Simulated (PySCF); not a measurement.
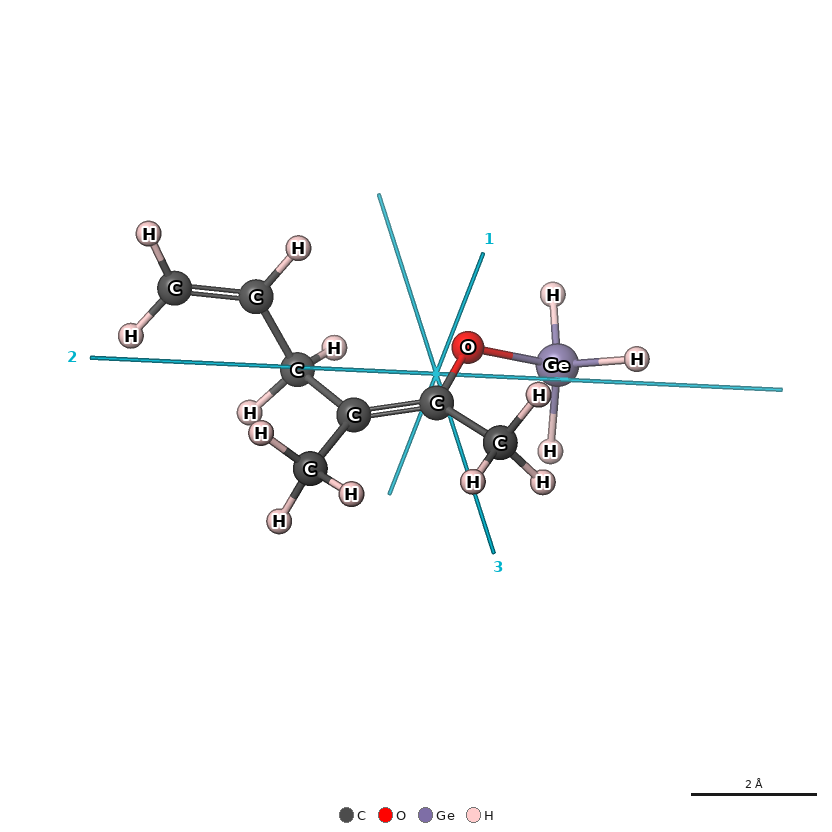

The three principal axes of inertia are drawn and numbered. Depth is shown by fading: the farther an atom, the more it takes the colour of the background. The geometry was computed by an optimisation with PBE0-D3(BJ)/def2-SVP. No frequency run is at hand to confirm it as a minimum. Masses are those of the most abundant isotopes; constants are for the rigid equilibrium geometry.

Which line is the a axis (least moment of inertia), which b and which c?

a is line 2, b is line 3, c is line 1; the moments are 253, 989, 1173 u Å².

Classify the rotor and give the rotational constants (GHz).

An asymmetric top (C1): A = 2.00, B = 0.511, C = 0.431 GHz. Ray's parameter κ is −0.90, close to the prolate limit.
